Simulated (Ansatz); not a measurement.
## Electronic structure of C₂H₇Ga in real space

Input file:

```
crystal:
  periodic: [false, false, false]
  atoms:
    - { symbol: Ga, position_ang: [0.094138, -0.046245, 0.18697] }
    - { symbol: H, position_ang: [0.44166, -0.257446, 1.692598] }
    - { symbol: C, position_ang: [2.034094, 0.034481, -0.025985] }
    - { symbol: H, position_ang: [2.367358, -0.927583, 0.424571] }
    - { symbol: H, position_ang: [2.567815, 0.191453, -0.986733] }
    - { symbol: H, position_ang: [2.339196, 0.822086, 0.697531] }
    - { symbol: C, position_ang: [-1.518577, 0.03878, -0.866297] }
    - { symbol: H, position_ang: [-2.050259, -0.934951, -0.805085] }
    - { symbol: H, position_ang: [-2.201404, 0.804447, -0.439278] }
    - { symbol: H, position_ang: [-1.325621, 0.274879, -1.931793] }
basis:
  gaussian: { orbitals: def2-SVP }
hamiltonian:
  xc: lda
relax:
  f_tol: 0.03
  max_steps: 50
output:
  orbitals: {}
```

Command:

```sh
ansatz run input.yaml --threads 2 --pin off --max-ram 3072MiB --backend cpu --events-out ev --progress --plain --runs-dir out
```

The fields are those of the relaxed geometry.

Theory: RKS LDA/def2-SVP (Ansatz 0.2.0).

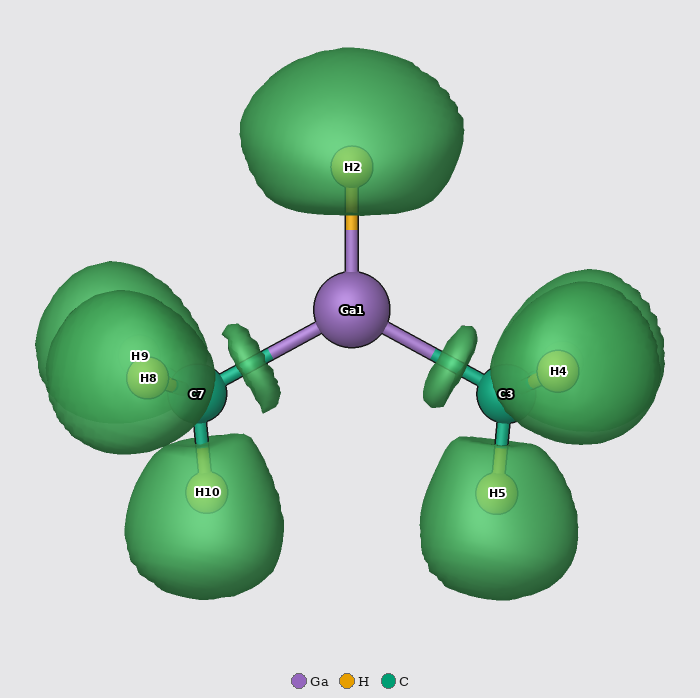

Figure 1. Isosurface of the ELF at 0.8 (green), seen across its widest extent. Core shells and regions of very low density are left out.

> Identify the bonds, lone pairs and shells in this picture.

The ELF exceeds this value in seven regions around hydrogen nuclei and two lobes of the valence shell of C pointing towards Ga (polar bonds).


C–Ga (1.95 Å): the ELF peaks at about 0.90 in the valence shell of C, 0.7 Å from its nucleus, and is about 0.55 at the midpoint. C–H (1.11 Å): the ELF climbs to about 1 towards the hydrogen, as it does in any bond to H; a covalent bond by its length.

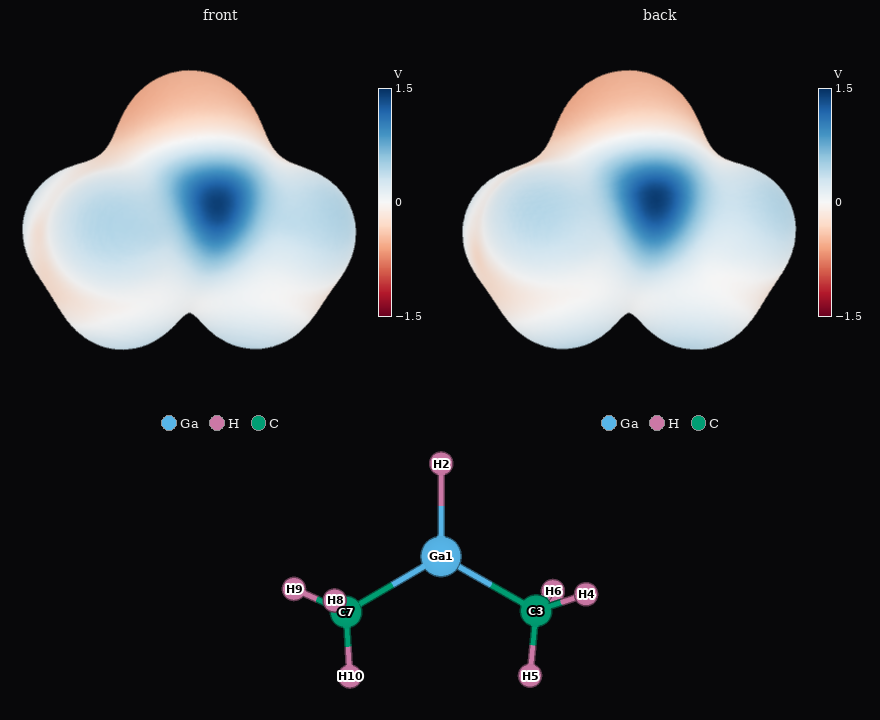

Figure 2. The electrostatic potential painted on the density surface at 0.001 e/bohr³, seen from the front and from behind; the colour scale runs from red (negative) to blue (positive). The bare structure is drawn below in the same view.

> Where is the surface potential most negative and most positive?

The most negative region (about −0.5 V) lies over H2, the most positive (about +1.4 V) over Ga1.

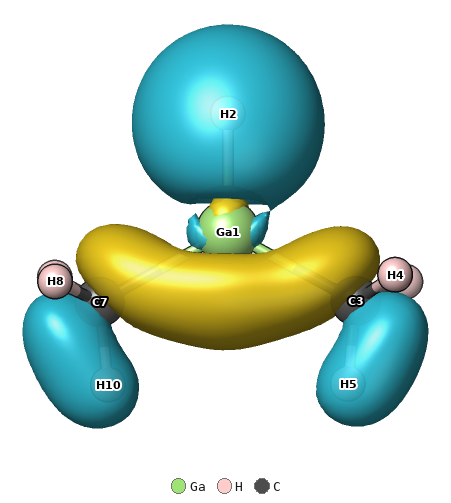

Figure 3. The HOMO−1 at ±0.1 Å⁻³ᐟ² (yellow and cyan are the two phases), seen at a tilt.

> What is the character of this orbital?

Its weight (Hirshfeld) is mainly on H2 (about 35 %), Ga1 (about 30 %), C7 (about 15 %) and C3 (about 10 %). Its energy is −6.55 eV.
